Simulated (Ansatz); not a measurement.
## Pt, response to strain

Base system: Pt in the fcc (Cu type) structure (space group Fm-3m, No. 225; a = 3.9415 Å; relaxed with 0.1 eV smearing). Axes: x, y, z lie along the cube axes.

Strains are applied to the cell and any free atomic positions relax; under biaxial strain the out-of-plane vector relaxes too.

Method: r2SCAN (Ansatz, an electronic-structure program, PAW, no spin-orbit coupling), earlier PAW set.

Notes on the quantities. energy relative to the base: free energy F.

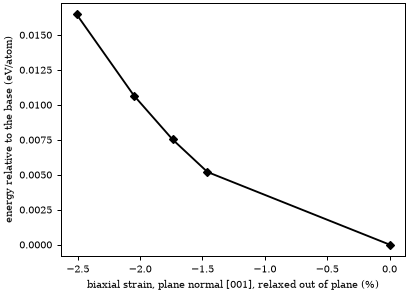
Figure: Energy relative to the base against biaxial strain, plane normal [001], relaxed out of plane

Q: From the plot, what is the energy relative to the base for biaxial strain −2.05 %, plane normal [001], relaxed out of plane?

A: About 0.011 eV/atom.

Q: Is the trend monotonic over the range shown?

A: Yes, it falls throughout, spanning 0 meV/atom to +16 meV/atom.

No phonon test of stability was made. The final runs are not spin-polarised.
